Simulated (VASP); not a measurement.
```xyz
2
Lattice="0.0000 2.9382 2.9382 2.9382 0.0000 2.9382 2.9382 2.9382 0.0000" Properties=species:S:1:pos:R:3 pbc="T T T"
S      2.9382     2.9382     2.9382
La     0.0000     0.0000     0.0000
```

Method: SCAN meta-GGA, VASP's PBE PAW potentials (set 64) (plane waves; VASP). Run with 400 eV cut-off, 12×12×12 Γ-centred mesh, tetrahedra with Blöchl corrections, potentials S La.

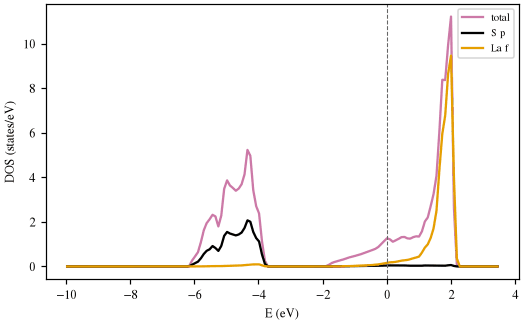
*Total and projected density of states, zero at the Fermi level*

Within 2 eV below the Fermi level the largest weight inside VASP's projection spheres is La d, then La f.

It has no gap at this level: it comes out as a metal or semimetal.

The structure comes from a measured LaS entry (Fm-3m) of the Crystallography Open Database, whose conditions weren't checked. It was relaxed first. The electron count is odd and the run is not spin-polarised, which forces a metal.
